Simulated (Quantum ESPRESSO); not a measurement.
Cost against accuracy: K_POINTS for Cu3Sb4O12 (Im-3, 19 atoms in the cell)

Cell: a = 6.7645 Å, b = 6.7645 Å, c = 6.7645 Å, α = 70.53°, β = 109.47°, γ = 70.53°.

Computed with PBEsol, PSlibrary PAW (PBE) pseudopotentials (plane waves; Quantum ESPRESSO).

Base settings: ecutwfc = 55 Ry; ecutrho = 330 Ry; occupations = smearing; smearing = gaussian; degauss = 0.0073499 Ry; nspin = 2; input_dft = pbesol; K_POINTS = automatic 3 3 3 0 0 0; conv_thr = 1e-10 Ry; mixing_beta = 0.4.

Misses are taken against the tightest run, automatic 7 7 7 0 0 0, which need not be fully converged itself. The energy is the free energy per atom.

The count of work is k-points × plane waves × bands × iterations; it is no time, and leaves out set-up, grids and terms that scale otherwise. Core times come from one kind of shared machine and are given to one figure; runs under 30 s give none.

The starting cell comes from a database of computed structures (which also holds hypothetical and non-ambient phases and stackings), without a prior relaxation at this level. Its lattice was rescaled by a random factor within 2.5 % of one. The magnetic order is the one reached from the typed start; others were not searched systematically. In the base run, with a pressure of about -10 GPa the cell is away from its equilibrium volume at this level.

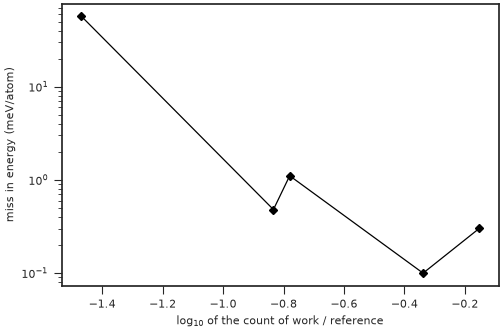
Miss against the count of work; the reference run is not drawn, and misses under 0.1 meV/atom are drawn there.

```tsv
K_POINTS	energy less reference (meV/atom)	pressure less reference (GPa)	largest difference in the force on any atom (eV/Å)	count of work / reference	core time / reference (rough)
automatic 1 1 1 0 0 0	-56.91	1.49	0.193	0.034	0.10
automatic 2 2 2 0 0 0	0.48	-0.58	0.127	0.15	0.2
automatic 3 3 3 0 0 0	1.11	0.10	0.005	0.17	0.3
automatic 5 5 5 0 0 0	0.06	0.00	0.002	0.46	0.4
automatic 6 6 6 0 0 0	-0.30	0.02	0.004	0.70	0.6
automatic 7 7 7 0 0 0	0.00	0.00	0.000	1.0	1
```

Coarsest setting among those run that, with all tighter ones, holds the energy within 20 meV/atom of the reference: automatic 2 2 2 0 0 0, off by 0.48 meV/atom; it needs 0.15 of the reference's count of work and about 0.2 of the reference's time.

Coarsest setting among those run that, with all tighter ones, holds the energy within 1 meV/atom of the reference: automatic 5 5 5 0 0 0, off by 0.06 meV/atom; its saving against the reference is no more than about a factor of 2 in the count of work. The coarser automatic 2 2 2 0 0 0 also lies inside, but a setting between leaves the range again, so that is luck.

The step from automatic 1 1 1 0 0 0 to automatic 3 3 3 0 0 0: it takes the miss in the energy from 57 to 1.1 meV/atom, for 4.9 times the count of work and roughly 3 times the time.
